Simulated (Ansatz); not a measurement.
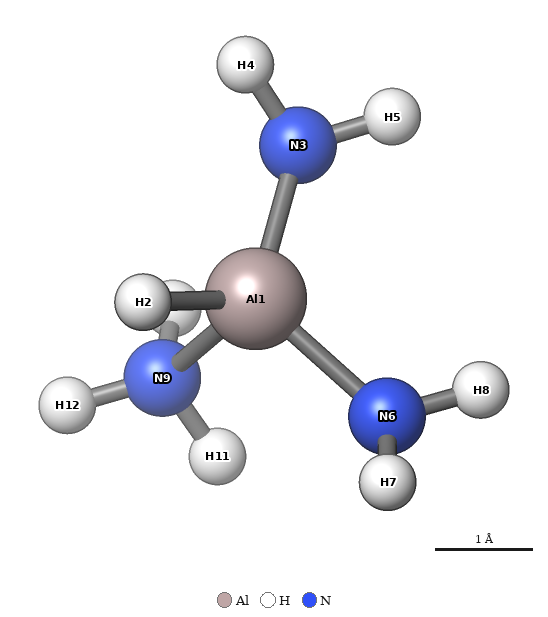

Fig. 1: The input geometry (ball-and-stick view, seen at a tilt; atoms are numbered from 1 in the order of the input). Sticks mark near contacts. Bond lengths as drawn: Al–H 1.62 Å, Al–N 1.83 to 2.09 Å and H–N 1.02 to 1.03 Å.

# Nudged elastic band, with input and output: AlN₃H₈ (part 1 of 2)

AlN₃H₈, computed with RKS PBE-D4/def2-SVP (Ansatz 0.2.0).

It belongs to a series of runs on one base structure; here: band between the two ends. Figures and captions count atoms from 1; the log counts them from 0 in places.

**Input file**
```yaml
crystal:
  periodic: [false, false, false]
  atoms:
    - { symbol: Al, position_ang: [-0.012036, 0.035541, 0.088074] }
    - { symbol: H, position_ang: [-0.11072, -0.993831, 1.330998] }
    - { symbol: "N", position_ang: [1.583534, 0.230774, -0.804723] }
    - { symbol: H, position_ang: [2.410824, -0.268576, -0.461844] }
    - { symbol: H, position_ang: [1.618508, 0.188718, -1.828487] }
    - { symbol: "N", position_ang: [-1.514026, 0.353604, -0.916623] }
    - { symbol: H, position_ang: [-2.390893, -0.121727, -0.682197] }
    - { symbol: H, position_ang: [-1.467168, 0.407699, -1.938875] }
    - { symbol: "N", position_ang: [0.055637, 1.874809, 1.069578] }
    - { symbol: H, position_ang: [0.924972, 2.305608, 0.718171] }
    - { symbol: H, position_ang: [-0.744462, 2.405345, 0.692072] }
    - { symbol: H, position_ang: [0.040426, 1.926938, 2.096656] }
basis:
  gaussian: { orbitals: def2-SVP }
hamiltonian:
  xc: pbe
  dispersion: d4
neb:
  order_check: false
  images: 7
  f_tol: 0.05
  max_iterations: 60
  final_atoms:
    - { symbol: Al, position_ang: [-0.02775647, 0.74308674, -0.6561764] }
    - { symbol: H, position_ang: [0.38565067, 0.22815168, 3.24725886] }
    - { symbol: "N", position_ang: [1.51018019, -0.08009295, -1.04038323] }
    - { symbol: H, position_ang: [1.69219261, -0.63075191, -1.88047955] }
    - { symbol: H, position_ang: [2.33334494, -0.08960899, -0.43595231] }
    - { symbol: "N", position_ang: [-1.54960125, 0.26119913, -1.45909337] }
    - { symbol: H, position_ang: [-1.70779868, -0.63348661, -1.92499425] }
    - { symbol: H, position_ang: [-2.38952673, 0.83792881, -1.52622421] }
    - { symbol: "N", position_ang: [-0.04064176, 2.05523939, 0.56681593] }
    - { symbol: H, position_ang: [0.77672156, 2.59619849, 0.85428103] }
    - { symbol: H, position_ang: [-0.87486832, 2.42561858, 1.02504726] }
    - { symbol: H, position_ang: [0.28669923, 0.63141965, 2.59270023] }
  initial_path:
    images:
      - { positions_ang: [[-0.012036, 0.035541, 0.088074], [-0.11072, -0.993831, 1.330998], [1.583534, 0.230774, -0.804723], [2.410824, -0.268576, -0.461844], [1.618508, 0.188718, -1.828487], [-1.514026, 0.353604, -0.916623], [-2.390893, -0.121727, -0.682197], [-1.467168, 0.407699, -1.938875], [0.055637, 1.874809, 1.069578], [0.924972, 2.305608, 0.718171], [-0.744462, 2.405345, 0.692072], [0.040426, 1.926938, 2.096656]] }
      - { positions_ang: [[-0.01052549, 0.02680351, 0.06694676], [-0.0881486, -0.74257519, 1.47661876], [1.60361618, 0.16856969, -0.83947933], [2.33935651, -0.43668983, -0.64312051], [1.74506164, 0.36520269, -1.67725079], [-1.55085315, 0.26734514, -0.92972653], [-2.37754645, -0.29176838, -0.7294094], [-1.57515086, 0.51163284, -1.85515261], [0.06801185, 1.93310181, 0.97536819], [0.81701495, 2.31211688, 0.95199653], [-0.61580107, 2.52664491, 0.53433777], [0.03956051, 1.70451794, 2.03167115]] }
      - { positions_ang: [[-0.00901498, 0.01806601, 0.04581953], [-0.06557721, -0.49131938, 1.62223952], [1.62369837, 0.10636538, -0.87423566], [2.26788901, -0.60480365, -0.82439702], [1.87161527, 0.54168737, -1.52601457], [-1.58768031, 0.18108629, -0.94283005], [-2.3641999, -0.46180975, -0.7766218], [-1.68313373, 0.61556667, -1.77143022], [0.0803867, 1.99139461, 0.88115839], [0.7090579, 2.31862575, 1.18582206], [-0.48714014, 2.64794483, 0.37660353], [0.03869502, 1.48209788, 1.96668629]] }
      - { positions_ang: [[-0.00750447, 0.00932852, 0.02469229], [-0.04300581, -0.24006358, 1.76786029], [1.64378055, 0.04416107, -0.90899199], [2.19642152, -0.77291748, -1.00567353], [1.99816891, 0.71817206, -1.37477836], [-1.62450746, 0.09482743, -0.95593358], [-2.35085335, -0.63185113, -0.8238342], [-1.79111659, 0.71950051, -1.68770784], [0.09276155, 2.04968742, 0.78694858], [0.60110085, 2.32513463, 1.4196476], [-0.35847922, 2.76924474, 0.2188693], [0.03782953, 1.25967781, 1.90170144]] }
      - { positions_ang: [[-0.00599397, 0.00059102, 0.00356506], [-0.02043441, 0.01119223, 1.91348105], [1.66386274, -0.01804324, -0.94374832], [2.12495402, -0.94103131, -1.18695004], [2.12472254, 0.89465674, -1.22354215], [-1.66133462, 0.00856858, -0.96903711], [-2.33750681, -0.8018925, -0.8710466], [-1.89909946, 0.82343434, -1.60398545], [0.1051364, 2.10798022, 0.69273878], [0.4931438, 2.3316435, 1.65347313], [-0.22981829, 2.89054466, 0.06113507], [0.03696404, 1.03725775, 1.83671659]] }
      - { positions_ang: [[-0.01143459, 0.18621495, -0.16137031], [0.08108686, 0.06543209, 2.2469255], [1.6254421, -0.03355567, -0.96790705], [2.01676367, -0.86346146, -1.36033242], [2.17687814, 0.64859031, -1.02664469], [-1.63340128, 0.07172622, -1.09155117], [-2.18007977, -0.75979103, -1.13453351], [-2.02170628, 0.82705796, -1.58454514], [0.06869186, 2.09479502, 0.66125807], [0.56403824, 2.39778225, 1.4536751], [-0.39108079, 2.77431314, 0.30211311], [0.09939784, 0.93579823, 2.0257125]] }
      - { positions_ang: [[-0.01687522, 0.37183888, -0.32630567], [0.18260813, 0.11967195, 2.58036996], [1.58702146, -0.0490681, -0.99206578], [1.90857332, -0.78589161, -1.53371479], [2.22903374, 0.40252387, -0.82974723], [-1.60546794, 0.13488385, -1.21406524], [-2.02265274, -0.71768955, -1.39802043], [-2.1443131, 0.83068158, -1.56510483], [0.03224732, 2.08160981, 0.62977735], [0.63493268, 2.463921, 1.25387708], [-0.5523433, 2.65808162, 0.54309116], [0.16183164, 0.8343387, 2.21470841]] }
      - { positions_ang: [[-0.02231584, 0.55746281, -0.49124104], [0.2841294, 0.17391182, 2.91381441], [1.54860082, -0.06458053, -1.0162245], [1.80038297, -0.70832176, -1.70709717], [2.28118934, 0.15645744, -0.63284977], [-1.5775346, 0.19804149, -1.3365793], [-1.86522571, -0.67558808, -1.66150734], [-2.26691991, 0.83430519, -1.54566452], [-0.00419722, 2.0684246, 0.59829664], [0.70582712, 2.53005974, 1.05407906], [-0.71360581, 2.5418501, 0.78406921], [0.22426543, 0.73287917, 2.40370432]] }
      - { positions_ang: [[-0.02775647, 0.74308674, -0.6561764], [0.38565067, 0.22815168, 3.24725886], [1.51018019, -0.08009295, -1.04038323], [1.69219261, -0.63075191, -1.88047955], [2.33334494, -0.08960899, -0.43595231], [-1.54960125, 0.26119913, -1.45909337], [-1.70779868, -0.63348661, -1.92499425], [-2.38952673, 0.83792881, -1.52622421], [-0.04064176, 2.05523939, 0.56681593], [0.77672156, 2.59619849, 0.85428103], [-0.87486832, 2.42561858, 1.02504726], [0.28669923, 0.63141965, 2.59270023]] }
```

Machine: 2 threads of Arm Neoverse V2, 24 GiB of memory available, shared host.

Launched with:
```bash
ansatz run input.yaml --threads 2 --pin off --max-ram 3072MiB --backend cpu --events-out ev --progress --plain --runs-dir out
```

**Output**
```
Engine: ansatz 0.2.0, aarch64-unknown-linux-gnu
Functional definition: PBE
  parameter kappa = 0.804
  parameter beta = 0.06672455060314922
  exchange = pbe_x(kappa = kappa, mu = beta*pi^2/3)
  correlation = pbe_c(beta = beta)
1173 factors; their error is unknown
mean field evaluation 1: about -11163.8237 eV, gradient 1.0e2 eV
mean field evaluation 2: about -11070.1423 eV, gradient 1.8e2 eV
mean field evaluation 4: about -11183.8690 eV, gradient 2.2e1 eV
mean field evaluation 8: about -11184.8151 eV, gradient 1.9e-1 eV
mean field evaluation 16: about -11184.7574 eV, gradient 1.9e-4 eV
mean field -11184.75735453 eV, -411.0322514781 hartree, gradient 5.7e-5 eV, S^2 0.000000; 0 other end points of the search recorded, 0 dependent functions left out
the calculation of the forces begins
reference -11184.75739752 eV, -411.0322530578 hartree; 21, 21 occupied and 79, 79 virtual orbitals, 1173 factors
1173 factors; their error is unknown
mean field evaluation 32: about -11184.3351 eV, gradient 9.1e-4 eV
mean field -11184.33509833 eV, -411.0167338489 hartree, gradient 4.4e-5 eV, S^2 0.000000; 0 other end points of the search recorded, 0 dependent functions left out
[... from here on the field's lines of each further geometry are left out, up to the last ...]
NEB iter   1: max|band force component| = 2.232e1 eV/Å  barrier→ = 5.9480 eV  barrier← = 5.5099 eV  Δτ_max = 0.2000 Å  (248 SCF iters)
NEB iter   2: max|band force component| = 3.577e0 eV/Å  barrier→ = 2.5366 eV  barrier← = 2.0985 eV  Δτ_max = 0.2000 Å  (235 SCF iters)
NEB iter   3: max|band force component| = 1.961e0 eV/Å  barrier→ = 1.5466 eV  barrier← = 1.1085 eV  Δτ_max = 0.2000 Å  (212 SCF iters)
NEB iter   4: max|band force component| = 2.063e0 eV/Å  barrier→ = 1.1924 eV  barrier← = 0.7543 eV  Δτ_max = 0.1015 Å  (215 SCF iters)
NEB iter   5: max|band force component| = 1.350e0 eV/Å  barrier→ = 1.0334 eV  barrier← = 0.5952 eV  Δτ_max = 0.0991 Å  (195 SCF iters)
NEB iter   6: max|band force component| = 4.462e-1 eV/Å  barrier→ = 0.9547 eV  barrier← = 0.5166 eV  CI = image 4  Δτ_max = 0.1969 Å  (194 SCF iters)
NEB iter   7: max|band force component| = 1.434e0 eV/Å  barrier→ = 0.9691 eV  barrier← = 0.5309 eV  CI = image 4  Δτ_max = 0.1001 Å  (201 SCF iters)
NEB iter   8: max|band force component| = 5.043e-1 eV/Å  barrier→ = 0.9621 eV  barrier← = 0.5240 eV  CI = image 4  Δτ_max = 0.1988 Å  (193 SCF iters)
NEB iter   9: max|band force component| = 4.414e-1 eV/Å  barrier→ = 0.9744 eV  barrier← = 0.5363 eV  CI = image 4  Δτ_max = 0.1992 Å  (195 SCF iters)
NEB iter  10: max|band force component| = 4.061e-1 eV/Å  barrier→ = 1.0181 eV  barrier← = 0.5800 eV  CI = image 4  Δτ_max = 0.1979 Å  (195 SCF iters)
NEB iter  11: max|band force component| = 1.057e0 eV/Å  barrier→ = 1.0970 eV  barrier← = 0.6589 eV  CI = image 4  Δτ_max = 0.1004 Å  (199 SCF iters)
NEB iter  12: max|band force component| = 1.800e-1 eV/Å  barrier→ = 1.0672 eV  barrier← = 0.6291 eV  CI = image 4  Δτ_max = 0.1968 Å  (195 SCF iters)
NEB iter  13: max|band force component| = 2.401e-1 eV/Å  barrier→ = 1.0612 eV  barrier← = 0.6230 eV  CI = image 4  Δτ_max = 0.1015 Å  (195 SCF iters)
NEB iter  14: max|band force component| = 2.852e-1 eV/Å  barrier→ = 1.0592 eV  barrier← = 0.6211 eV  CI = image 4  Δτ_max = 0.0499 Å  (196 SCF iters)
NEB iter  15: max|band force component| = 1.411e-1 eV/Å  barrier→ = 1.0573 eV  barrier← = 0.6192 eV  CI = image 4  Δτ_max = 0.0502 Å  (183 SCF iters)
NEB iter  16: max|band force component| = 9.311e-2 eV/Å  barrier→ = 1.0560 eV  barrier← = 0.6179 eV  CI = image 4  Δτ_max = 0.0502 Å  (199 SCF iters)
NEB iter  17: max|band force component| = 7.111e-2 eV/Å  barrier→ = 1.0557 eV  barrier← = 0.6176 eV  CI = image 4  Δτ_max = 0.0501 Å  (193 SCF iters)
NEB iter  18: max|band force component| = 6.004e-2 eV/Å  barrier→ = 1.0556 eV  barrier← = 0.6175 eV  CI = image 4  Δτ_max = 0.0499 Å  (181 SCF iters)
NEB iter  19: max|band force component| = 5.068e-2 eV/Å  barrier→ = 1.0556 eV  barrier← = 0.6175 eV  CI = image 4  Δτ_max = 0.0999 Å  (174 SCF iters)
the calculation of the forces begins
reference -11184.31375115 eV, -411.0159493547 hartree; 21, 21 occupied and 79, 79 virtual orbitals, 1173 factors
1173 factors; their error is unknown
mean field -11183.70018118 eV, -410.9934010742 hartree, gradient 1.7e-5 eV, S^2 0.000000; 1 other end points of the search recorded, 0 dependent functions left out
the calculation of the forces begins
reference -11183.70022540 eV, -410.9934026992 hartree; 21, 21 occupied and 79, 79 virtual orbitals, 1173 factors
NEB iter  20: max|band force component| = 4.000e-2 eV/Å  barrier→ = 1.0556 eV  barrier← = 0.6175 eV  CI = image 4  Δτ_max = 0.0000 Å  (371 SCF iters)
```
